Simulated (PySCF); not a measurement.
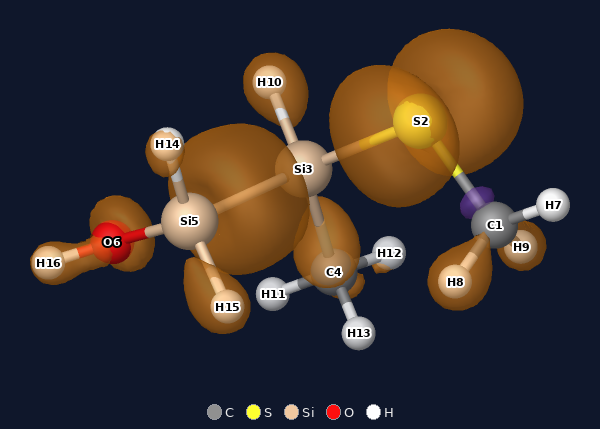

*C2H10OSSi2 (charge +1, doublet). Isosurfaces of the spin density (α minus β) at +0.015 (orange) and −0.015 e/Å³ (purple), seen from one side.*

Geometry: GFN2-xTB.

Computed with UKS B3LYP, pcH-1 on C H O S Si, non-relativistic, mean-field spin-orbit, GIAO in PySCF 2.14.0, density-fitted response routines.

```xyz
16

C     2.6107    0.0595   -0.1165
S     1.5437   -0.5405   -1.4582
Si   -0.3812   -0.8138   -0.5179
C    -0.2686   -1.1595    1.3407
Si   -1.4567    1.3586   -0.8522
O    -2.8225    0.8283   -0.2123
H     3.5828    0.2518   -0.5597
H     2.2111    0.9811    0.2940
H     2.6991   -0.7022    0.6509
H    -1.0290   -1.8020   -1.3706
H    -1.2610   -1.2772    1.7685
H     0.2804   -2.0813    1.5310
H     0.2298   -0.3579    1.8847
H    -1.5190    1.6708   -2.2711
H    -0.7588    2.3310   -0.0141
H    -3.6683    1.2623   -0.1086
```

Which atoms carry the spin?

The unpaired spin (1 electron) lies mostly on S2 (about 0.5), Si5 (about 0.2) and Si3 (about 0.1), in electrons by Hirshfeld's partition.
